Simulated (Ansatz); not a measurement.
Run report: GeH₂ClOF, molecular dynamics (part 1 of 3)

- system: GeH₂ClOF
- method: RKS PBE0-D4/def2-SVP (Ansatz 0.2.0)

It belongs to a series of runs on one base structure; here: dynamics from the last frame of an earlier run. Figures and captions count atoms from 1; the log counts them from 0 in places.

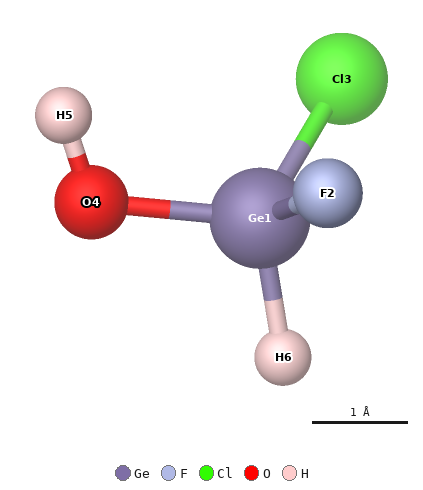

Fig. 1: The input geometry (ball-and-stick view, seen at a tilt; atoms are numbered from 1 in the order of the input). Sticks mark near contacts. Bond lengths as drawn: Cl–Ge 2.19 Å, F–Ge 1.72 Å, Ge–H 1.52 Å, Ge–O 1.79 Å and H–O 0.98 Å.

### Input file
```yaml
crystal:
  periodic: [false, false, false]
  atoms:
    - { symbol: Ge, position_ang: [-0.191649, -0.242287, -0.150172] }
    - { symbol: F, position_ang: [-0.300706, -0.115569, 1.560947] }
    - { symbol: Cl, position_ang: [1.819794, 0.399232, -0.721153] }
    - { symbol: O, position_ang: [-1.487023, 0.781579, -0.846539] }
    - { symbol: H, position_ang: [-1.351009, 1.744075, -0.708792] }
    - { symbol: H, position_ang: [-0.569113, -1.674587, -0.49178] }
basis:
  gaussian: { orbitals: def2-SVP }
hamiltonian:
  xc: pbe0
  dispersion: d4
md:
  timestep: 0.5
  n_steps: 250
  ensemble: nve
  temperature: 500.0
  initial_velocities: maxwell_boltzmann
  seed: 837419
```

Hardware: 2 threads of Arm Neoverse V2, 24 GiB of memory available, shared host.

Run as:
```bash
ansatz run input.yaml --threads 2 --pin off --max-ram 3072MiB --backend cpu --events-out ev --progress --plain --runs-dir out
```

### The program's output
```
Engine: ansatz 0.2.0, aarch64-unknown-linux-gnu
Functional definition: PBE0
  parameter a = 0.25
  parameter kappa = 0.804
  parameter beta = 0.06672455060314922
  exchange = (1 - a)*pbe_x(kappa = kappa, mu = beta*pi^2/3) + a*exact_x
  correlation = pbe_c(beta = beta)
891 factors; integrals over basis functions are off by at most 4.1e-4 eV
mean field evaluation 1: about -73804.0244 eV, gradient 5.6e1 eV
mean field evaluation 2: about -73791.2146 eV, gradient 1.0e2 eV
mean field evaluation 4: about -73809.2238 eV, gradient 5.4e0 eV
mean field evaluation 8: about -73809.2862 eV, gradient 8.7e-2 eV
mean field -73809.28620430 eV, -2712.4412382770 hartree, gradient 3.2e-5 eV, S^2 0.000000; 0 other end points of the search recorded, 0 dependent functions left out
the calculation of the forces begins
reference -73809.28622540 eV, -2712.4412390523 hartree; 34, 34 occupied and 54, 54 virtual orbitals, 891 factors
md step     0: t =     0.00 fs  T =   500.0 K  F+E_penalty+E_count = -73809.38887043 eV  E_kin = 0.258520 eV  conserved = -73809.13035044 eV  (26 SCF iters)
these checks for a lower state are left out or cut short: starts, cluster_reference, orbital_swaps, neighbouring_geometries, increment
891 factors; integrals over basis functions are off by at most 4.1e-4 eV
mean field evaluation 16: about -73809.2746 eV, gradient 7.7e-1 eV
mean field -73809.28991275 eV, -2712.4413745600 hartree, gradient 1.1e-5 eV, S^2 0.000000; 0 other end points of the search recorded, 0 dependent functions left out
the calculation of the forces begins
reference -73809.28993381 eV, -2712.4413753338 hartree; 34, 34 occupied and 54, 54 virtual orbitals, 891 factors
md step     1: t =     0.50 fs  T =   507.0 K  F+E_penalty+E_count = -73809.39261118 eV  E_kin = 0.262156 eV  conserved = -73809.13045531 eV  (31 SCF iters, 3 dispersion substeps)
[... from here on the SCF iterations and repeated set-up lines of each step are left out, up to the last step ...]
md step     2: t =     1.00 fs  T =   505.1 K  F+E_penalty+E_count = -73809.39165675 eV  E_kin = 0.261175 eV  conserved = -73809.13048203 eV  (31 SCF iters, 3 dispersion substeps)
md step     3: t =     1.50 fs  T =   493.7 K  F+E_penalty+E_count = -73809.38563910 eV  E_kin = 0.255247 eV  conserved = -73809.13039179 eV  (31 SCF iters, 3 dispersion substeps)
md step     4: t =     2.00 fs  T =   475.4 K  F+E_penalty+E_count = -73809.37600025 eV  E_kin = 0.245806 eV  conserved = -73809.13019470 eV  (31 SCF iters, 3 dispersion substeps)
md step     5: t =     2.50 fs  T =   456.1 K  F+E_penalty+E_count = -73809.36580449 eV  E_kin = 0.235841 eV  conserved = -73809.12996359 eV  (31 SCF iters, 3 dispersion substeps)
md step     6: t =     3.00 fs  T =   442.5 K  F+E_penalty+E_count = -73809.35860601 eV  E_kin = 0.228799 eV  conserved = -73809.12980704 eV  (31 SCF iters, 3 dispersion substeps)
md step     7: t =     3.50 fs  T =   439.0 K  F+E_penalty+E_count = -73809.35680503 eV  E_kin = 0.227001 eV  conserved = -73809.12980435 eV  (31 SCF iters, 3 dispersion substeps)
md step     8: t =     4.00 fs  T =   445.8 K  F+E_penalty+E_count = -73809.36045198 eV  E_kin = 0.230500 eV  conserved = -73809.12995222 eV  (31 SCF iters, 3 dispersion substeps)
md step     9: t =     4.50 fs  T =   458.6 K  F+E_penalty+E_count = -73809.36729382 eV  E_kin = 0.237125 eV  conserved = -73809.13016892 eV  (30 SCF iters, 3 dispersion substeps)
md step    10: t =     5.00 fs  T =   471.2 K  F+E_penalty+E_count = -73809.37400452 eV  E_kin = 0.243654 eV  conserved = -73809.13035016 eV  (31 SCF iters, 3 dispersion substeps)
md step    11: t =     5.50 fs  T =   478.4 K  F+E_penalty+E_count = -73809.37775999 eV  E_kin = 0.247328 eV  conserved = -73809.13043186 eV  (31 SCF iters, 3 dispersion substeps)
md step    12: t =     6.00 fs  T =   477.4 K  F+E_penalty+E_count = -73809.37725045 eV  E_kin = 0.246842 eV  conserved = -73809.13040805 eV  (30 SCF iters, 3 dispersion substeps)
md step    13: t =     6.50 fs  T =   469.0 K  F+E_penalty+E_count = -73809.37279988 eV  E_kin = 0.242483 eV  conserved = -73809.13031651 eV  (31 SCF iters, 3 dispersion substeps)
md step    14: t =     7.00 fs  T =   455.7 K  F+E_penalty+E_count = -73809.36580136 eV  E_kin = 0.235592 eV  conserved = -73809.13020969 eV  (31 SCF iters, 3 dispersion substeps)
md step    15: t =     7.50 fs  T =   440.5 K  F+E_penalty+E_count = -73809.35790224 eV  E_kin = 0.227770 eV  conserved = -73809.13013198 eV  (31 SCF iters, 3 dispersion substeps)
md step    16: t =     8.00 fs  T =   425.9 K  F+E_penalty+E_count = -73809.35030151 eV  E_kin = 0.220195 eV  conserved = -73809.13010696 eV  (27 SCF iters, 3 dispersion substeps)
md step    17: t =     8.50 fs  T =   412.4 K  F+E_penalty+E_count = -73809.34337377 eV  E_kin = 0.213241 eV  conserved = -73809.13013308 eV  (31 SCF iters, 3 dispersion substeps)
md step    18: t =     9.00 fs  T =   399.4 K  F+E_penalty+E_count = -73809.33670565 eV  E_kin = 0.206523 eV  conserved = -73809.13018273 eV  (31 SCF iters, 3 dispersion substeps)
md step    19: t =     9.50 fs  T =   385.5 K  F+E_penalty+E_count = -73809.32953597 eV  E_kin = 0.199324 eV  conserved = -73809.13021170 eV  (31 SCF iters, 3 dispersion substeps)
md step    20: t =    10.00 fs  T =   369.9 K  F+E_penalty+E_count = -73809.32144977 eV  E_kin = 0.191272 eV  conserved = -73809.13017805 eV  (31 SCF iters, 3 dispersion substeps)
md step    21: t =    10.50 fs  T =   353.8 K  F+E_penalty+E_count = -73809.31301083 eV  E_kin = 0.182940 eV  conserved = -73809.13007078 eV  (31 SCF iters, 3 dispersion substeps)
md step    22: t =    11.00 fs  T =   340.3 K  F+E_penalty+E_count = -73809.30589811 eV  E_kin = 0.175967 eV  conserved = -73809.12993073 eV  (31 SCF iters, 3 dispersion substeps)
md step    23: t =    11.50 fs  T =   333.5 K  F+E_penalty+E_count = -73809.30225557 eV  E_kin = 0.172417 eV  conserved = -73809.12983904 eV  (24 SCF iters, 3 dispersion substeps)
md step    24: t =    12.00 fs  T =   335.7 K  F+E_penalty+E_count = -73809.30345973 eV  E_kin = 0.173593 eV  conserved = -73809.12986649 eV  (25 SCF iters, 3 dispersion substeps)
md step    25: t =    12.50 fs  T =   346.3 K  F+E_penalty+E_count = -73809.30906493 eV  E_kin = 0.179045 eV  conserved = -73809.13001964 eV  (31 SCF iters, 3 dispersion substeps)
md step    26: t =    13.00 fs  T =   360.7 K  F+E_penalty+E_count = -73809.31671850 eV  E_kin = 0.186487 eV  conserved = -73809.13023164 eV  (30 SCF iters, 3 dispersion substeps)
md step    27: t =    13.50 fs  T =   372.8 K  F+E_penalty+E_count = -73809.32316874 eV  E_kin = 0.192760 eV  conserved = -73809.13040846 eV  (31 SCF iters, 3 dispersion substeps)
md step    28: t =    14.00 fs  T =   377.5 K  F+E_penalty+E_count = -73809.32569465 eV  E_kin = 0.195208 eV  conserved = -73809.13048635 eV  (31 SCF iters, 3 dispersion substeps)
md step    29: t =    14.50 fs  T =   372.6 K  F+E_penalty+E_count = -73809.32310499 eV  E_kin = 0.192649 eV  conserved = -73809.13045571 eV  (31 SCF iters, 3 dispersion substeps)
md step    30: t =    15.00 fs  T =   358.9 K  F+E_penalty+E_count = -73809.31591548 eV  E_kin = 0.185567 eV  conserved = -73809.13034889 eV  (30 SCF iters, 3 dispersion substeps)
md step    31: t =    15.50 fs  T =   339.7 K  F+E_penalty+E_count = -73809.30585951 eV  E_kin = 0.175645 eV  conserved = -73809.13021445 eV  (30 SCF iters, 3 dispersion substeps)
md step    32: t =    16.00 fs  T =   319.2 K  F+E_penalty+E_count = -73809.29511974 eV  E_kin = 0.165023 eV  conserved = -73809.13009652 eV  (30 SCF iters, 3 dispersion substeps)
md step    33: t =    16.50 fs  T =   300.9 K  F+E_penalty+E_count = -73809.28560832 eV  E_kin = 0.155583 eV  conserved = -73809.13002556 eV  (29 SCF iters, 3 dispersion substeps)
md step    34: t =    17.00 fs  T =   287.1 K  F+E_penalty+E_count = -73809.27847249 eV  E_kin = 0.148459 eV  conserved = -73809.13001333 eV  (30 SCF iters, 3 dispersion substeps)
md step    35: t =    17.50 fs  T =   278.2 K  F+E_penalty+E_count = -73809.27391440 eV  E_kin = 0.143864 eV  conserved = -73809.13005031 eV  (27 SCF iters, 3 dispersion substeps)
md step    36: t =    18.00 fs  T =   273.2 K  F+E_penalty+E_count = -73809.27136666 eV  E_kin = 0.141262 eV  conserved = -73809.13010416 eV  (31 SCF iters, 3 dispersion substeps)
md step    37: t =    18.50 fs  T =   270.5 K  F+E_penalty+E_count = -73809.27000190 eV  E_kin = 0.139868 eV  conserved = -73809.13013414 eV  (31 SCF iters, 3 dispersion substeps)
md step    38: t =    19.00 fs  T =   269.3 K  F+E_penalty+E_count = -73809.26936633 eV  E_kin = 0.139252 eV  conserved = -73809.13011446 eV  (30 SCF iters, 3 dispersion substeps)
md step    39: t =    19.50 fs  T =   270.2 K  F+E_penalty+E_count = -73809.26975005 eV  E_kin = 0.139689 eV  conserved = -73809.13006135 eV  (31 SCF iters, 3 dispersion substeps)
md step    40: t =    20.00 fs  T =   274.4 K  F+E_penalty+E_count = -73809.27191123 eV  E_kin = 0.141877 eV  conserved = -73809.13003441 eV  (31 SCF iters, 3 dispersion substeps)
md step    41: t =    20.50 fs  T =   282.6 K  F+E_penalty+E_count = -73809.27618316 eV  E_kin = 0.146091 eV  conserved = -73809.13009212 eV  (31 SCF iters, 3 dispersion substeps)
md step    42: t =    21.00 fs  T =   292.8 K  F+E_penalty+E_count = -73809.28161073 eV  E_kin = 0.151373 eV  conserved = -73809.13023795 eV  (31 SCF iters, 3 dispersion substeps)
md step    43: t =    21.50 fs  T =   300.8 K  F+E_penalty+E_count = -73809.28591758 eV  E_kin = 0.155512 eV  conserved = -73809.13040574 eV  (31 SCF iters, 3 dispersion substeps)
md step    44: t =    22.00 fs  T =   301.7 K  F+E_penalty+E_count = -73809.28650387 eV  E_kin = 0.155999 eV  conserved = -73809.13050487 eV  (31 SCF iters, 3 dispersion substeps)
md step    45: t =    22.50 fs  T =   292.7 K  F+E_penalty+E_count = -73809.28181846 eV  E_kin = 0.151337 eV  conserved = -73809.13048118 eV  (31 SCF iters, 3 dispersion substeps)
md step    46: t =    23.00 fs  T =   274.4 K  F+E_penalty+E_count = -73809.27220117 eV  E_kin = 0.141857 eV  conserved = -73809.13034369 eV  (31 SCF iters, 3 dispersion substeps)
md step    47: t =    23.50 fs  T =   250.7 K  F+E_penalty+E_count = -73809.25977247 eV  E_kin = 0.129624 eV  conserved = -73809.13014863 eV  (31 SCF iters, 3 dispersion substeps)
md step    48: t =    24.00 fs  T =   227.5 K  F+E_penalty+E_count = -73809.24758148 eV  E_kin = 0.117616 eV  conserved = -73809.12996526 eV  (31 SCF iters, 3 dispersion substeps)
md step    49: t =    24.50 fs  T =   210.2 K  F+E_penalty+E_count = -73809.23851617 eV  E_kin = 0.108667 eV  conserved = -73809.12984951 eV  (31 SCF iters, 3 dispersion substeps)
md step    50: t =    25.00 fs  T =   202.3 K  F+E_penalty+E_count = -73809.23440951 eV  E_kin = 0.104580 eV  conserved = -73809.12982910 eV  (31 SCF iters, 3 dispersion substeps)
md step    51: t =    25.50 fs  T =   204.4 K  F+E_penalty+E_count = -73809.23558876 eV  E_kin = 0.105689 eV  conserved = -73809.12989932 eV  (30 SCF iters, 3 dispersion substeps)
md step    52: t =    26.00 fs  T =   214.5 K  F+E_penalty+E_count = -73809.24095119 eV  E_kin = 0.110927 eV  conserved = -73809.13002419 eV  (29 SCF iters, 3 dispersion substeps)
md step    53: t =    26.50 fs  T =   229.0 K  F+E_penalty+E_count = -73809.24853949 eV  E_kin = 0.118393 eV  conserved = -73809.13014651 eV  (27 SCF iters, 3 dispersion substeps)
md step    54: t =    27.00 fs  T =   244.2 K  F+E_penalty+E_count = -73809.25645002 eV  E_kin = 0.126242 eV  conserved = -73809.13020796 eV  (30 SCF iters, 3 dispersion substeps)
md step    55: t =    27.50 fs  T =   258.3 K  F+E_penalty+E_count = -73809.26372640 eV  E_kin = 0.133544 eV  conserved = -73809.13018249 eV  (30 SCF iters, 3 dispersion substeps)
md step    56: t =    28.00 fs  T =   272.0 K  F+E_penalty+E_count = -73809.27073633 eV  E_kin = 0.140635 eV  conserved = -73809.13010152 eV  (30 SCF iters, 3 dispersion substeps)
md step    57: t =    28.50 fs  T =   287.4 K  F+E_penalty+E_count = -73809.27866822 eV  E_kin = 0.148622 eV  conserved = -73809.13004598 eV  (30 SCF iters, 3 dispersion substeps)
md step    58: t =    29.00 fs  T =   306.0 K  F+E_penalty+E_count = -73809.28832201 eV  E_kin = 0.158234 eV  conserved = -73809.13008833 eV  (29 SCF iters, 3 dispersion substeps)
md step    59: t =    29.50 fs  T =   326.5 K  F+E_penalty+E_count = -73809.29903729 eV  E_kin = 0.168806 eV  conserved = -73809.13023105 eV  (30 SCF iters, 3 dispersion substeps)
md step    60: t =    30.00 fs  T =   344.8 K  F+E_penalty+E_count = -73809.30866350 eV  E_kin = 0.178266 eV  conserved = -73809.13039758 eV  (30 SCF iters, 3 dispersion substeps)
md step    61: t =    30.50 fs  T =   356.3 K  F+E_penalty+E_count = -73809.31470425 eV  E_kin = 0.184217 eV  conserved = -73809.13048691 eV  (29 SCF iters, 3 dispersion substeps)
md step    62: t =    31.00 fs  T =   358.6 K  F+E_penalty+E_count = -73809.31583457 eV  E_kin = 0.185392 eV  conserved = -73809.13044242 eV  (30 SCF iters, 3 dispersion substeps)
md step    63: t =    31.50 fs  T =   353.0 K  F+E_penalty+E_count = -73809.31277655 eV  E_kin = 0.182498 eV  conserved = -73809.13027816 eV  (30 SCF iters, 3 dispersion substeps)
md step    64: t =    32.00 fs  T =   344.3 K  F+E_penalty+E_count = -73809.30809798 eV  E_kin = 0.178035 eV  conserved = -73809.13006254 eV  (30 SCF iters, 3 dispersion substeps)
md step    65: t =    32.50 fs  T =   339.0 K  F+E_penalty+E_count = -73809.30517415 eV  E_kin = 0.175295 eV  conserved = -73809.12987935 eV  (30 SCF iters, 3 dispersion substeps)
md step    66: t =    33.00 fs  T =   342.5 K  F+E_penalty+E_count = -73809.30688465 eV  E_kin = 0.177090 eV  conserved = -73809.12979450 eV  (30 SCF iters, 3 dispersion substeps)
md step    67: t =    33.50 fs  T =   357.3 K  F+E_penalty+E_count = -73809.31456580 eV  E_kin = 0.184729 eV  conserved = -73809.12983710 eV  (29 SCF iters, 3 dispersion substeps)
md step    68: t =    34.00 fs  T =   382.1 K  F+E_penalty+E_count = -73809.32754195 eV  E_kin = 0.197550 eV  conserved = -73809.12999245 eV  (29 SCF iters, 3 dispersion substeps)
md step    69: t =    34.50 fs  T =   412.3 K  F+E_penalty+E_count = -73809.34335662 eV  E_kin = 0.213150 eV  conserved = -73809.13020681 eV  (29 SCF iters, 3 dispersion substeps)
md step    70: t =    35.00 fs  T =   441.4 K  F+E_penalty+E_count = -73809.35863210 eV  E_kin = 0.228231 eV  conserved = -73809.13040109 eV  (29 SCF iters, 3 dispersion substeps)
md step    71: t =    35.50 fs  T =   463.8 K  F+E_penalty+E_count = -73809.37030167 eV  E_kin = 0.239800 eV  conserved = -73809.13050119 eV  (29 SCF iters, 3 dispersion substeps)
md step    72: t =    36.00 fs  T =   476.3 K  F+E_penalty+E_count = -73809.37675070 eV  E_kin = 0.246277 eV  conserved = -73809.13047323 eV  (27 SCF iters, 3 dispersion substeps)
md step    73: t =    36.50 fs  T =   479.6 K  F+E_penalty+E_count = -73809.37832194 eV  E_kin = 0.247973 eV  conserved = -73809.13034854 eV  (30 SCF iters, 3 dispersion substeps)
md step    74: t =    37.00 fs  T =   477.0 K  F+E_penalty+E_count = -73809.37683143 eV  E_kin = 0.246620 eV  conserved = -73809.13021145 eV  (30 SCF iters, 3 dispersion substeps)
md step    75: t =    37.50 fs  T =   472.2 K  F+E_penalty+E_count = -73809.37430036 eV  E_kin = 0.244155 eV  conserved = -73809.13014502 eV  (30 SCF iters, 3 dispersion substeps)
md step    76: t =    38.00 fs  T =   467.2 K  F+E_penalty+E_count = -73809.37171123 eV  E_kin = 0.241538 eV  conserved = -73809.13017278 eV  (29 SCF iters, 3 dispersion substeps)
md step    77: t =    38.50 fs  T =   461.1 K  F+E_penalty+E_count = -73809.36864908 eV  E_kin = 0.238403 eV  conserved = -73809.13024657 eV  (29 SCF iters, 3 dispersion substeps)
md step    78: t =    39.00 fs  T =   452.0 K  F+E_penalty+E_count = -73809.36400675 eV  E_kin = 0.233716 eV  conserved = -73809.13029064 eV  (30 SCF iters, 3 dispersion substeps)
md step    79: t =    39.50 fs  T =   438.8 K  F+E_penalty+E_count = -73809.35711631 eV  E_kin = 0.226858 eV  conserved = -73809.13025822 eV  (30 SCF iters, 3 dispersion substeps)
md step    80: t =    40.00 fs  T =   422.2 K  F+E_penalty+E_count = -73809.34847044 eV  E_kin = 0.218316 eV  conserved = -73809.13015469 eV  (30 SCF iters, 3 dispersion substeps)
md step    81: t =    40.50 fs  T =   405.4 K  F+E_penalty+E_count = -73809.33965864 eV  E_kin = 0.209634 eV  conserved = -73809.13002500 eV  (30 SCF iters, 3 dispersion substeps)
md step    82: t =    41.00 fs  T =   392.2 K  F+E_penalty+E_count = -73809.33269492 eV  E_kin = 0.202772 eV  conserved = -73809.12992329 eV  (30 SCF iters, 3 dispersion substeps)
md step    83: t =    41.50 fs  T =   385.4 K  F+E_penalty+E_count = -73809.32916788 eV  E_kin = 0.199276 eV  conserved = -73809.12989142 eV  (30 SCF iters, 3 dispersion substeps)
md step    84: t =    42.00 fs  T =   386.1 K  F+E_penalty+E_count = -73809.32957234 eV  E_kin = 0.199625 eV  conserved = -73809.12994714 eV  (23 SCF iters, 3 dispersion substeps)
md step    85: t =    42.50 fs  T =   392.5 K  F+E_penalty+E_count = -73809.33302406 eV  E_kin = 0.202944 eV  conserved = -73809.13008029 eV  (30 SCF iters, 3 dispersion substeps)
md step    86: t =    43.00 fs  T =   400.7 K  F+E_penalty+E_count = -73809.33742711 eV  E_kin = 0.207173 eV  conserved = -73809.13025394 eV  (30 SCF iters, 3 dispersion substeps)
md step    87: t =    43.50 fs  T =   405.5 K  F+E_penalty+E_count = -73809.34007421 eV  E_kin = 0.209663 eV  conserved = -73809.13041106 eV  (30 SCF iters, 3 dispersion substeps)
md step    88: t =    44.00 fs  T =   402.4 K  F+E_penalty+E_count = -73809.33855702 eV  E_kin = 0.208067 eV  conserved = -73809.13049013 eV  (30 SCF iters, 3 dispersion substeps)
md step    89: t =    44.50 fs  T =   389.3 K  F+E_penalty+E_count = -73809.33171304 eV  E_kin = 0.201259 eV  conserved = -73809.13045388 eV  (30 SCF iters, 3 dispersion substeps)
md step    90: t =    45.00 fs  T =   367.2 K  F+E_penalty+E_count = -73809.32017806 eV  E_kin = 0.189863 eV  conserved = -73809.13031528 eV  (30 SCF iters, 3 dispersion substeps)
md step    91: t =    45.50 fs  T =   340.4 K  F+E_penalty+E_count = -73809.30615465 eV  E_kin = 0.176013 eV  conserved = -73809.13014122 eV  (27 SCF iters, 3 dispersion substeps)
md step    92: t =    46.00 fs  T =   314.0 K  F+E_penalty+E_count = -73809.29237543 eV  E_kin = 0.162360 eV  conserved = -73809.13001529 eV  (30 SCF iters, 3 dispersion substeps)
md step    93: t =    46.50 fs  T =   291.7 K  F+E_penalty+E_count = -73809.28082339 eV  E_kin = 0.150839 eV  conserved = -73809.12998406 eV  (24 SCF iters, 3 dispersion substeps)
md step    94: t =    47.00 fs  T =   274.6 K  F+E_penalty+E_count = -73809.27202679 eV  E_kin = 0.141999 eV  conserved = -73809.13002795 eV  (31 SCF iters, 3 dispersion substeps)
md step    95: t =    47.50 fs  T =   261.6 K  F+E_penalty+E_count = -73809.26533892 eV  E_kin = 0.135252 eV  conserved = -73809.13008712 eV  (30 SCF iters, 3 dispersion substeps)
md step    96: t =    48.00 fs  T =   250.9 K  F+E_penalty+E_count = -73809.25983583 eV  E_kin = 0.129724 eV  conserved = -73809.13011225 eV  (31 SCF iters, 3 dispersion substeps)
md step    97: t =    48.50 fs  T =   241.8 K  F+E_penalty+E_count = -73809.25508697 eV  E_kin = 0.124994 eV  conserved = -73809.13009251 eV  (31 SCF iters, 3 dispersion substeps)
md step    98: t =    49.00 fs  T =   234.6 K  F+E_penalty+E_count = -73809.25134232 eV  E_kin = 0.121290 eV  conserved = -73809.13005268 eV  (32 SCF iters, 3 dispersion substeps)
```
